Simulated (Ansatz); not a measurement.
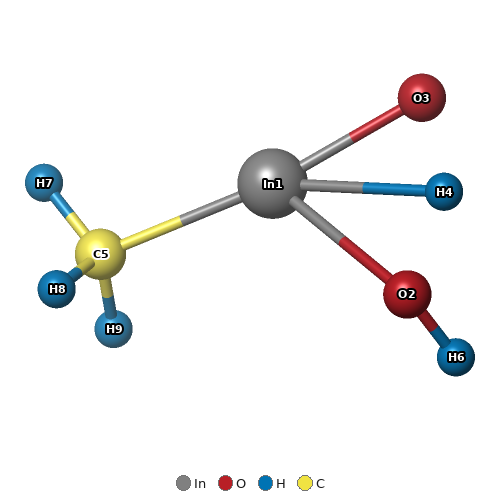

The system is the reacting system CH₅InO₂ (fragments CH₅InO₂ where the first distance is long, CH₃InO + H₂O where the second is long); the picture shows the reference structure. Coordinates scanned: (1) distance O2–H4 (bond that forms); (2) distance O3–H4 (bond that breaks). Relaxed at each point: all other coordinates. The scan uses an 8 × 8 grid. Points are written as (first, second). Energies: kJ/mol, counted from the lowest grid point. The reference is spin-restricted, so regions where a bond is pulled apart into radicals lie too high. The calculation used RKS PBE0-D4/def2-SVP (Ansatz 0.2.0).

Its coordinates:

| atom | x (Å) | y (Å) | z (Å) |
| --- | --- | --- | --- |
| In | -0.4436 | -0.4512 | -0.2680 |
| O | 1.4670 | -1.3076 | 0.9665 |
| O | -0.5563 | -2.3448 | 0.0263 |
| H | 0.5562 | -2.1389 | 0.6230 |
| C | -0.5989 | 1.5988 | -0.7591 |
| H | 1.4255 | -1.2029 | 1.9251 |
| H | -1.3702 | 1.7501 | -1.5253 |
| H | 0.3772 | 1.9332 | -1.1357 |
| H | -0.8567 | 2.1633 | 0.1473 |

Range: distance O2–H4 (bond that forms) from 0.873 to 2.073 Å; distance O3–H4 (bond that breaks) from 0.873 to 2.373 Å.

> What will the energy surface look like?

The lowest grid point is at (2.073 Å, 1.005 Å). It lies at the edge of the scanned range, so the true minimum may lie outside. A higher local minimum lies near (0.978 Å, 1.858 Å) (119 kJ/mol above the lowest at that grid point). The highest grid point, (0.873 Å, 0.873 Å), lies 736 kJ/mol above the lowest.

| second ↓, first → | 0.873 | 0.978 | 1.124 | 1.289 | 1.469 | 1.661 | 1.863 | 2.073 |
| --- | --- | --- | --- | --- | --- | --- | --- | --- |
| 2.373 | 161 | 129 | 166 | 246 | 337 | 417 | 477 | 517 |
| 2.110 | 158 | 123 | 154 | 227 | 307 | 376 | 426 | 460 |
| 1.858 | 159 | 119 | 140 | 200 | 266 | 320 | 359 | 389 |
| 1.618 | 173 | 121 | 126 | 166 | 211 | 248 | 273 | 289 |
| 1.393 | 212 | 141 | 118 | 129 | 147 | 163 | 172 | 173 |
| 1.186 | 306 | 198 | 130 | 100 | 86 | 77 | 69 | 63 |
| 1.005 | 488 | 321 | 189 | 109 | 61 | 32 | 13 | 0 |
| 0.873 | 736 | 506 | 313 | 192 | 119 | 76 | 49 | 31 |

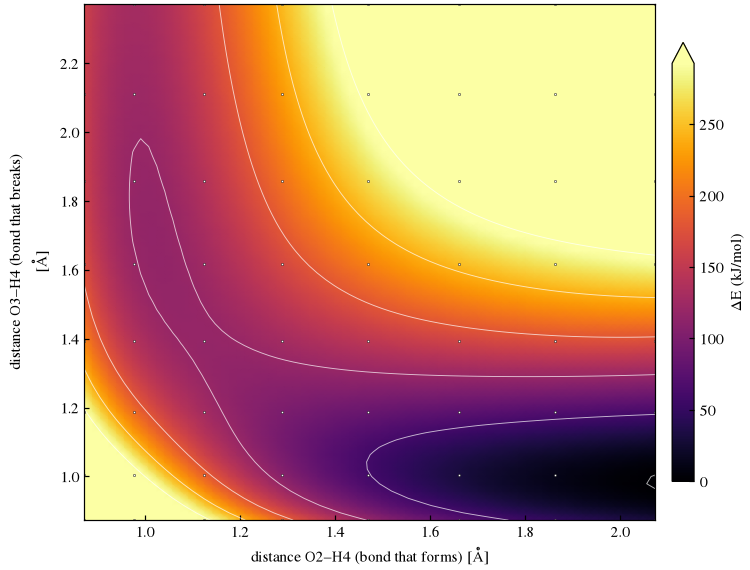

In the figure: a smooth colour map with a few white contour lines, dots at the grid points, one colour for all values above the top of the scale. Between grid points the surface is interpolated.

Each point was launched as `ansatz run input.yaml --threads 1 --pin off --max-ram 2560MiB --backend cpu --events-out ev --progress --plain --runs-dir out`. Time for the 64 points that were run: 28 min on 1 thread of Arm Neoverse V1, on a shared host.
